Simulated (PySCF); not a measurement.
# doublet SnTe−: levels of theory compared

We compute a comparison of 5 runs (U-wB97M-V/def2-TZVPPD, UB2PLYP/def2-TZVPPD, UM06-L/def2-TZVPPD, UPBE/def2-TZVPPD, UTPSS/def2-TZVPPD) of doublet SnTe−. The job is set up through a Python script.

The results are computed with PySCF 2.14.0.

2 further runs of the same task are left out: 2 set aside as unsound or not needed.

### 1 The molecule

The species is SnTe− (2 atoms), meant as a doublet with charge -1. SMILES of the parent species: `[Sn][Te]`. The coordinates come from a PBE0-D4/def2-TZVP relaxation. That shape belongs to the parent species and isn't relaxed for this state.

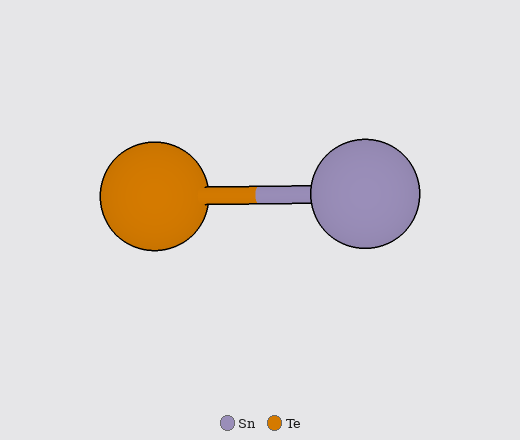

The structure, seen from a chosen angle (tin purple, tellurium orange).

### 2 The energy at U-wB97M-V/def2-TZVPPD (core potential) (run 1)

Contents of run.py:

```python
from pyscf import gto, dft

mol = gto.M(
    atom='''
Sn   0.000000   0.000000   0.009440
Te   0.000000   0.000000   2.527330
''',
    verbose=3,
    basis='def2-tzvppd',
    spin=1,
    charge=-1,
    max_memory=1860,
    ecp='def2-svp',
)

calc0 = dft.UKS(mol)
calc0.xc = 'wb97m-v'
calc0.grids.level = 5
calc0.nlcgrids.level = 1
calc0.conv_tol = 1e-10
calc0.kernel()
if not calc0.converged:
    calc0 = calc0.newton().run(calc0.mo_coeff, calc0.mo_occ)

e_final = calc0.e_tot
print('Final energy', e_final)
```

The run is started by

```console
$ OMP_NUM_THREADS=1 python run.py
```

Output:

```text
WARN: HOMO 0.160658846935799 >= LUMO 0.160772839293549

converged SCF energy = -482.343630752175  <S^2> = 0.75516661  2S+1 = 2.00516
Final energy -482.3436307521755
```

It took 1.9 min on 1 thread of Arm Neoverse V1, shared host; peak memory 0.67 GiB.

### 3 The energy at UB2PLYP/def2-TZVPPD (core potential) (run 2)

Contents of run.py:

```python
from pyscf import gto, dft, mp

system = gto.Mole()
system.atom = 'Sn 0.000000 0.000000 0.009440; Te -0.000000 -0.000000 2.527330'
system.charge = -1
system.spin = 1
system.verbose = 3
system.basis = 'def2-tzvppd'
system.max_memory = 1860
system.ecp = 'def2-svp'
system.build()

myscf = dft.UKS(system, xc='0.53*HF + 0.47*B88, 0.73*LYP')
myscf.conv_tol = 1e-10
myscf.grids.level = 5
myscf.kernel()
if not myscf.converged:
    myscf = myscf.newton().run(myscf.mo_coeff, myscf.mo_occ)

pt = mp.MP2(myscf, frozen=8).run()
e_tot = myscf.e_tot + 0.27 * pt.e_corr
print('PT2 part  %.8f' % (0.27 * pt.e_corr))
print(f'total energy: {e_tot:.8f} hartree')
```

The run is started by

```console
$ OMP_NUM_THREADS=1 python run.py
```

Output:

```text
WARN: HOMO -0.867789166526737 >= LUMO -0.867789166526739

WARN: HOMO 0.16276710002459 >= LUMO 0.162919024991613

converged SCF energy = -481.795301872292  <S^2> = 0.75806931  2S+1 = 2.0080531
E(UMP2) = -482.696158739869  E_corr = -0.900856867577204
E(SCS-UMP2) = -482.592654866577  E_corr = -0.797352994284923
PT2 part  -0.24323135
total energy: -482.03853323 hartree
```

Wall time 31 s (1 thread of Arm Neoverse V1, shared host); peak memory 0.61 GiB.

Runs 3 to 4 aren't shown in full; the table further down has their settings and results.

### 4 A single-point energy at UTPSS/def2-TZVPPD (core potential) (run 5)

Contents of input.xyz:

```xyz
2
SnTe
Sn     0.000000     0.000000     0.009440
Te     0.000000     0.000000     2.527330
```

Contents of input.py:

```python
from pyscf import gto, dft

mol = gto.M(
    atom='input.xyz',
    max_memory=1860,
    ecp='def2-svp',
    verbose=3,
    charge=-1,
    spin=1,
    basis='def2-tzvppd',
)

myscf = dft.UKS(mol)
myscf.xc = 'tpss'
myscf.grids.level = 5
myscf.conv_tol = 1e-10
myscf.kernel()
if not myscf.converged:
    myscf = myscf.newton().run(myscf.mo_coeff, myscf.mo_occ)

e_final = myscf.e_tot
print(f'total energy: {e_final:.8f} hartree')
```

The run is started by

```console
$ OMP_NUM_THREADS=1 python input.py
```

Output:

```text
WARN: HOMO -0.933573072376501 >= LUMO -0.933573072376507

converged SCF energy = -482.230275460796  <S^2> = 0.7546234  2S+1 = 2.0046181
total energy: -482.23027546 hartree
```

Wall time 57 s (1 thread of Arm Neoverse V1, shared host); peak memory 0.67 GiB.

### 5 All runs side by side

| run | level | nlc grid | frozen core orbitals | energy (Eh) | HOMO energy (eV) | LUMO energy (eV) | ⟨S²⟩ | wall time |
| --- | --- | --- | --- | --- | --- | --- | --- | --- |
| 1 | U-wB97M-V/def2-TZVPPD (core potential) | 1 | – | -482.343631 | -1.10 | 3.34 | 0.755 | 1.9 min |
| 2 | UB2PLYP/def2-TZVPPD (core potential) | – | 8 | -482.038533 | 0.00 | 3.01 | 0.758 | 31 s |
| 3 | UM06-L/def2-TZVPPD (core potential) | – | – | -482.735584 | 1.53 | 1.72 | 0.754 | 62 s |
| 4 | UPBE/def2-TZVPPD (core potential) | – | – | -482.414688 | 1.42 | 1.49 | 0.754 | 23 s |
| 5 | UTPSS/def2-TZVPPD (core potential) | – | – | -482.230275 | 1.36 | 1.56 | 0.755 | 57 s |

### 6 Results

| quantity | value |
| --- | --- |
| run 5: total energy | -482.23028 Eh |
| run 5: HOMO energy (highest over α and β) | 1.36 eV |
| run 5: LUMO energy (lowest over α and β) | 1.56 eV |
| run 5: ⟨S²⟩ | 0.755 |

**Reading.** Totals of different functionals can't be ranked against each other. In runs 2, 3, 4, 5 the HOMO lies above zero, so the outermost electron may be held by the basis alone. All runs together took 4.8 min, the longest 1.9 min.
